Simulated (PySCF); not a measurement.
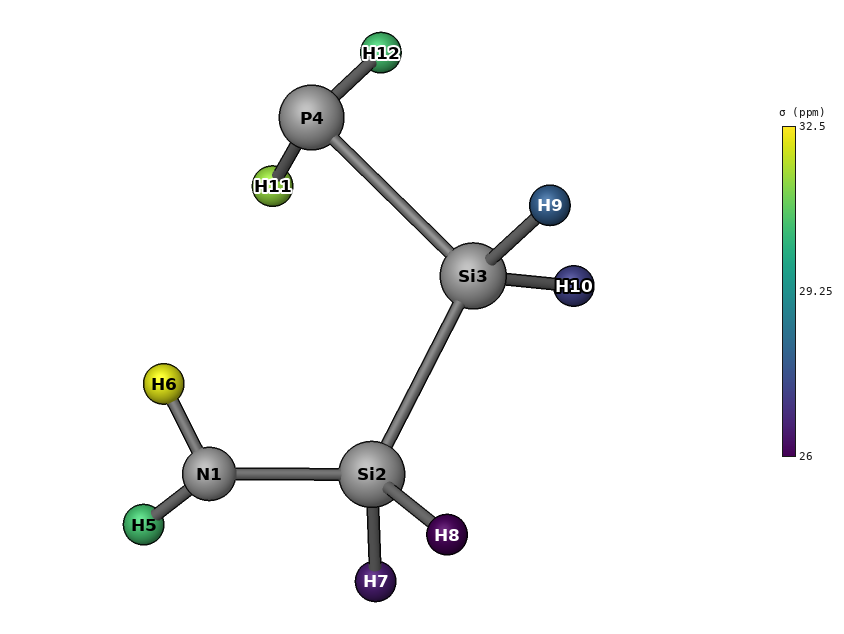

Atoms are coloured by their isotropic NMR shieldings (H only, the others grey). Geometry: a frame of a GFN2-xTB molecular-dynamics simulation, not a minimum. Properties computed with GIAO PBE0/pcSseg-1 NMR shielding, non-relativistic, gas phase (PySCF 2.14.0).

List the isotropic NMR shieldings of the H atoms.

```csv
atom,σ (ppm)
H5,30.58
H6,32.18
H7,26.49
H8,26.04
H9,27.93
H10,27.29
H11,31.48
H12,30.58
```
